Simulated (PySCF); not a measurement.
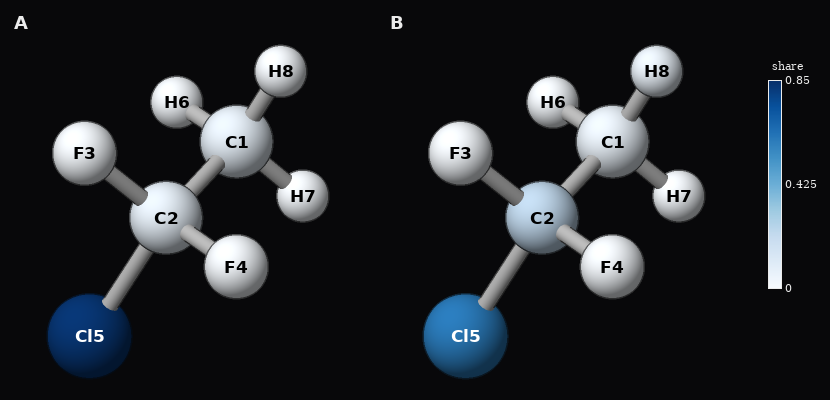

Each panel colours the atoms by their Löwdin share in one orbital (up to four of the largest shares; other atoms are shown as zero). The geometry was computed by an optimisation with GFN2-xTB. No frequency run is at hand to confirm it as a minimum. Computed with CAM-B3LYP/def2-SVPD (PySCF 2.14.0).

> The panels show the HOMO, LUMO, in some order. Which is which?

A: HOMO, −10.87 eV; Cl5 0.83, C2 0.06, C1 0.06
B: LUMO, 1.05 eV; Cl5 0.61, C2 0.22, C1 0.05, H8 0.05
